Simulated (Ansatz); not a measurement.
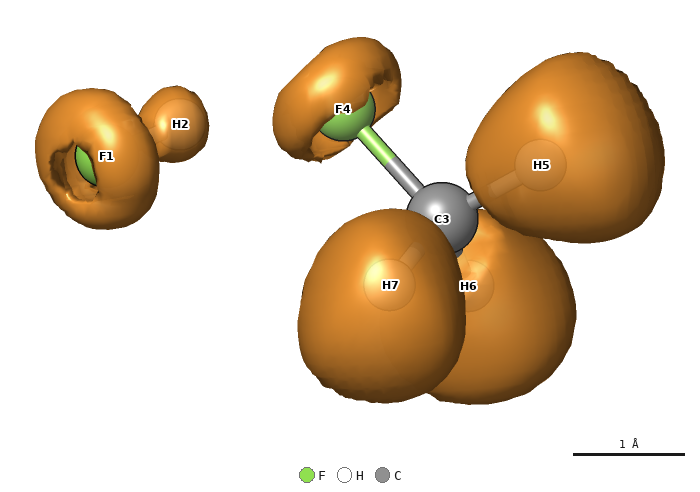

*HF···CH3F (SMILES F.CF). Isosurface of the ELF at 0.85 (orange), seen at an oblique angle. Core shells and regions of very low density are left out.*

Geometry: PBE0-D4/def2-TZVP.

Theory: Ansatz, RKS PBE0-D4/def2-TZVPPD.

```csv
atom,x (Å),y (Å),z (Å)
F,0.6861,0.0723,-2.3195
H,0.8226,-0.2906,-1.4736
C,-0.3574,0.0834,0.7887
F,0.6801,-0.6546,0.2192
H,0.0627,0.7027,1.5809
H,-1.0887,-0.6162,1.1926
H,-0.8053,0.7032,0.0117
```

**Where are the electrons localised?**

The ELF exceeds this value in four regions around hydrogen nuclei and two regions wrapped around F (its lone pairs, merged into a ring or cap).

Values along the shortest contacts:
F4···H2 (1.74 Å): the ELF dips to about 0.10 between them; by its geometry a hydrogen bond between the two molecules, with no shared pair. C–F (1.39 Å): the ELF peaks at about 0.80 between the atoms; a shared but strongly polarised pair.
